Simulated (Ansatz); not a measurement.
The calculation's input:

```
crystal:
  lattice:
    - [3.1285565063, 0.0, 0.0]
    - [-1.5642782531, 2.7094094116, 0.0]
    - [0.0, 0.0, 8.5615731032]
  atoms:
    - { symbol: Ga, position: [0.6666666667, 0.3333333333, 0.2592274323] }
    - { symbol: Ga, position: [0.3333333333, 0.6666666667, 0.7407725677] }
    - { symbol: Ge, position: [0.0, 0.0, 0.0] }
    - { symbol: O, position: [0.6666666667, 0.3333333333, 0.6560836005] }
    - { symbol: O, position: [0.3333333333, 0.6666666667, 0.3439163995] }
basis:
  ecutwfc: 420
kpoints:
  mp_grid: { grid: [12, 12, 6] }
hamiltonian:
  xc: pbe
scf:
  occupations: { method: gaussian, width: 0.1 }
output:
  forces: true
  stress: true
  eigenvalues: true
  write_density: true
  write_potential: true
  elf: true
  volumetric_format: npy
relax:
  adjacent_minimum: "off"
  f_tol: 0.01
  max_steps: 80
  cell: { stress_tol: 0.05 }
```

Command:

```sh
ansatz run input.yaml --threads 1 --pin off --max-ram 2560MiB --backend cpu --events-out ev --progress --plain --runs-dir out
```

Below, planes, directions and counts refer to the conventional cell (a = 3.10 Å, b = 3.10 Å, c = 8.99 Å, α = 90.00°, β = 90.00°, γ = 120.00°).

The fields are those of the run's last geometry, not of the input's.

Space group P-3m1; a structure generated by program, which may or may not match a known phase.

All numbers below come from DFT PBE, scalar-relativistic, plane waves, PAW in Ansatz.

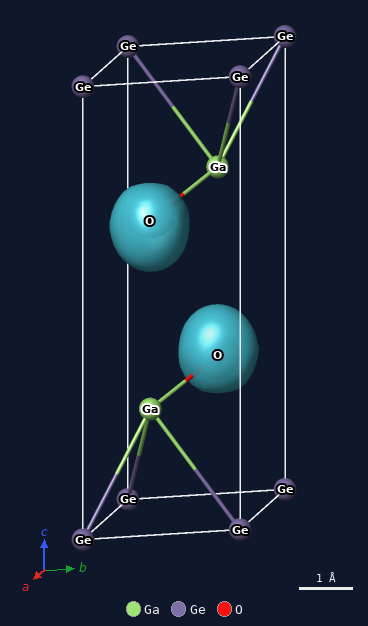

Ga$_{2}$GeO$_{2}$. Isosurface of the electron localisation function at 0.75 (cyan), seen slightly off an axis. Core shells and regions of very low density are left out. Sticks mark near contacts.

In a PAW calculation such maps are meaningful between the atoms, not at the nuclei.

**Where are the electrons localised?**

The surface consists of two regions wrapped around O (the valence shell of each), counted in one cell of 5 atoms. Regions shared between cells count once. Along the contacts the grid gives the following. Ga–O (1.94 Å): the ELF peaks at about 0.80 in the valence shell of O, 0.6 Å from its nucleus, and is about 0.35 at the midpoint. Ga–Ge (2.88 Å): the ELF is about 0.50 at the midpoint.
